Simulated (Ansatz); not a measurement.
## Zr, pressure series

The reference is Zr in the hcp (Mg type) structure (space group P6_3/mmc, No. 194; a = 3.231 Å, c = 5.173 Å).

Cell and atoms are relaxed at each pressure.

Calculations: DFT with PBE, PAW potentials and a 420 eV plane-wave cutoff in Ansatz (a first-principles code), no spin-orbit coupling.

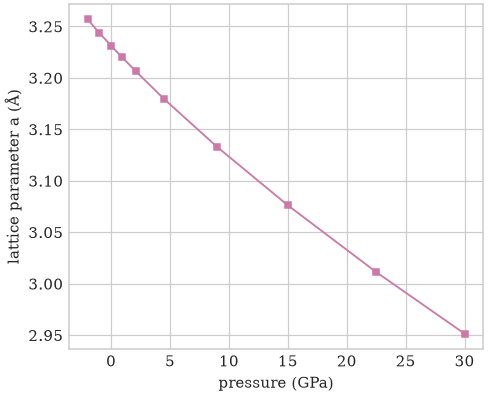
Lattice parameter a against pressure

Problem. From the plot, what is the lattice parameter a for pressure 0.9 GPa?

Solution. About 3.22 Å.

Problem. Is the trend monotonic over the range shown?

Solution. Yes, it falls throughout, spanning 2.951 Å to 3.257 Å.

Load acts through the strain it causes; cell and atoms are relaxed under it. No phonon test of stability was made. The final runs are not spin-polarised. Measured, Zr leaves this structure (for the ω phase) near 3 GPa (temperature not stated; as listed in C. Cazorla, D. Alfè, M. J. Gillan, Physical Review B (2008)).
